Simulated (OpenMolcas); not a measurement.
# Multiconfigurational calculation for V⁴⁺ complex

V⁴⁺ with 6 ligands (Cl; octahedron, 2.377 Å), embedded in Cs2ZrCl6 by model potentials and point charges, whose field is part of the energies. Computed at this level: state-averaged SS-CASPT2, IPEA shift 0.25, imaginary shift 0.1 hartree, closed shells 3s 3p of the metal and the valence shells of the ligands correlated, active space 1 electron in the shell 3d, basis ANO-RCC-VDZP on the metal and ANO-RCC-VDZP on the ligands, DKH2 scalar Hamiltonian, spin-orbit coupling by RASSI with atomic mean-field integrals (OpenMolcas).

## Log (extracts)
```
--- CASPT2 ---
Orbital specifications:
      -----------------------

      Symmetry species                           1   2
                                                ag  au
      Frozen orbitals                           17  18
      Inactive orbitals                         13  15
      Active orbitals                            5   0
      Secondary orbitals                        34  40
      Deleted orbitals                           0   0
      Number of basis functions                 69  73
Type of calculation                        SS-CASPT2
      Fock operator                              state-specific
      IPEA shift                                 0.25
      Real shift                                 0.00
      Imaginary shift                            0.10
      The input orbitals will be transformed to quasi-canonical
Reference energy:       -3713.9857565635
      E2 (Non-variational):      -1.3300023623
      Shift correction:          -0.0027627700
      E2 (Variational):          -1.3327651323
      Total energy:           -3715.3185216958
      Residual norm:              0.0000003669
      Reference weight:           0.64440
      Contributions to the CASPT2 correlation energy
      Active & Virtual Only:         -0.0000000007
      One Inactive Excited:          -0.0706354930
      Two Inactive Excited:          -1.2593668686
Reference energy:       -3713.9857565635
      E2 (Non-variational):      -1.3300014209
      Shift correction:          -0.0027627673
      E2 (Variational):          -1.3327641882
      Total energy:           -3715.3185207517
      Residual norm:              0.0000003670
      Reference weight:           0.64440
      Contributions to the CASPT2 correlation energy
      Active & Virtual Only:         -0.0000000007
      One Inactive Excited:          -0.0706345568
      Two Inactive Excited:          -1.2593668633
::    CASPT2 Root  1     Total energy:  -3715.31852170
::    CASPT2 Root  2     Total energy:  -3715.31852075
::    CASPT2 Root  3     Total energy:  -3715.31768049
::    CASPT2 Root  4     Total energy:  -3715.21778483
::    CASPT2 Root  5     Total energy:  -3715.21774764
```

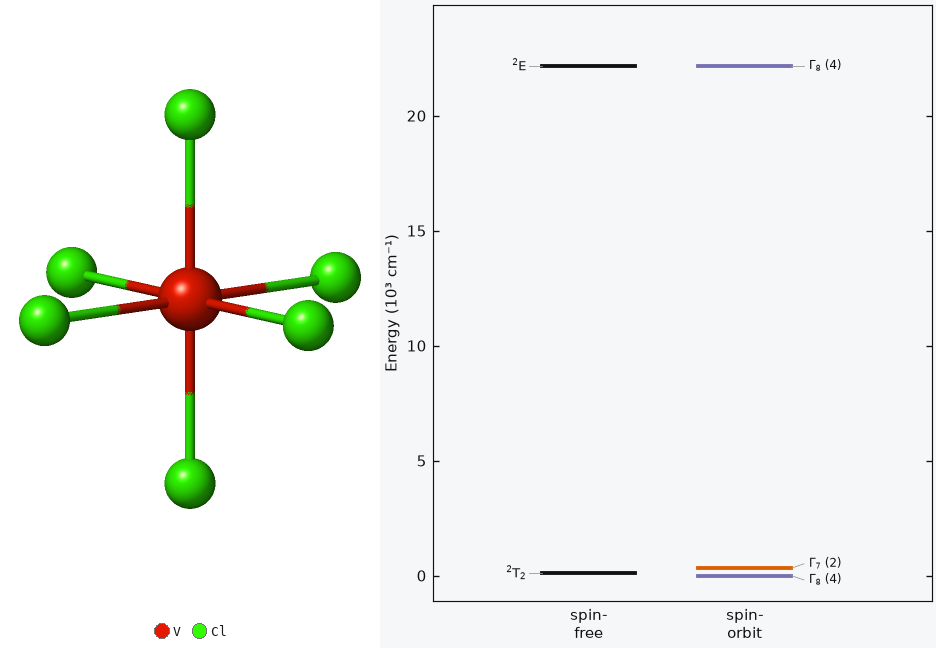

**Figure 1.** V⁴⁺ (3d) as a dopant in Cs₂ZrCl₆, a cluster with its 6 nearest Cl⁻ at 2.377 Å (octahedron) embedded in model potentials and point charges; the geometry was set, not optimised, and its levels. Labels give the representation in O, Td, D4 or D3 as the site allows (double group for half-integer spin) where it could be assigned and, in brackets, the degeneracy; spin-free states, where drawn, share the zero of the spin-orbit levels. The ground level is Γ₈, 4-fold degenerate, 100 % from states of spin multiplicity 2. The next level lies at 329 cm⁻¹ (Γ₇). The lowest spin-free state is ²T₂; of the same spin there follows at 22,100 cm⁻¹ (²E) above it. A ligand-field fit to the spin-free states gives |10Dq| = 22,100 cm⁻¹.

## Input file
```
&GATEWAY
Basis set
V.ANO-RCC-VDZP.
V1 0.0 0.0 0.0 Angstrom
End of basis
Basis set
Cl.ANO-RCC-VDZP.
L1 2.377000 0.000000 0.000000 Angstrom
L2 0.000000 2.377000 0.000000 Angstrom
L3 0.000000 0.000000 2.377000 Angstrom
End of basis
Basis set
Cs.EMB-AIMP.Seijo.0s.0s.ECP.Cs2ZrCl6.
PseudoCharge
* 4 symmetry-unique lattice sites within 7.6 angstrom
End of basis
Basis set
Cl.EMB-AIMP.Seijo.0s.0s.ECP.Cs2ZrCl6.
PseudoCharge
* 12 symmetry-unique lattice sites within 7.6 angstrom
End of basis
Basis set
Zr.EMB-AIMP.Seijo.0s.0s.ECP.Cs2ZrCl6.
PseudoCharge
* 6 symmetry-unique lattice sites within 7.6 angstrom
End of basis
Symmetry
XYZ
AngMom=0.0 0.0 0.0
AMFI
RICD
XField
1385 Angstrom 0
* Evjen-weighted lattice charges
&SEWARD
&RASSCF
FileOrb=start.orb
Symmetry=1
Spin=2
nActEl=1 0 0
Inactive=30 33
Ras2=5 0
CIRoot=5 5 1
SDav=5
CIMx=300
Iter=150 100
PrWF=0.3
OrbListing=Nothing
MaxOrb=0
LevShft=1.0
>>> COPY $Project.JobIph JOB001
&RASSI
NrOfJobIphs=1 5
1 2 3 4 5
IphNames
JOB001
EJob
SpinOrbit
DIPRint=1.0
SOCoupling=1000.0
Subsets=2
Property=9
'ANGMOM' 1 'ANGMOM' 2 'ANGMOM' 3 'MLTPL  1' 1 'MLTPL  1' 2 'MLTPL  1' 3
'AMFI' 1 'AMFI' 2 'AMFI' 3
SOProperty=3
'ANGMOM' 1 'ANGMOM' 2 'ANGMOM' 3
>>> COPY JOB001 $Project.JobIph
&CASPT2
Multistate=5 1 2 3 4 5
NoMult
Frozen=17 18
IPEA=0.25
Imaginary=0.1
MaxIter=60
WThr=0.0 0.3 0.05
PrWF=0.5
NoMix
```

The file start.orb holds starting orbitals from an earlier step. A driver script formed the levels outside the program, from RASSI's spin-orbit matrix and the CASPT2 energies (for multi-state variants, the effective Hamiltonian), averaged over the components of each term or state. The log and the time are those of the CASPT2 step.

Command:
```bash
OMP_NUM_THREADS=1 MOLCAS_MEM=2457 MOLCAS_PROJECT=a pymolcas a.inp > a.log  # once for each step of the input, in one work folder
```

## Key numbers

- outcome: converged
- energy of the lowest spin-free term: −3715.31824 hartree
- energy of the lowest spin-orbit level: −3715.31875 hartree
- CASPT2 correlation energy: −1.3325 hartree
- largest spread among components of a term: 184.6 cm⁻¹
- lowest reference weight: 0.644
- hardware: 1 thread of Arm Neoverse V2, 24 GiB of memory available, shared host
- wall time: 9.6 s
- peak memory: 0.18 GiB

## Notes

The components of ²T2, which symmetry makes degenerate, are split by 185 cm⁻¹ in CASPT2. This is an artefact; the levels of such states rest on averages and are uncertain by about as much. To bear in mind: covalent bonds, ligand orbitals missing from the active space; the geometry is set by hand, with no relaxation.
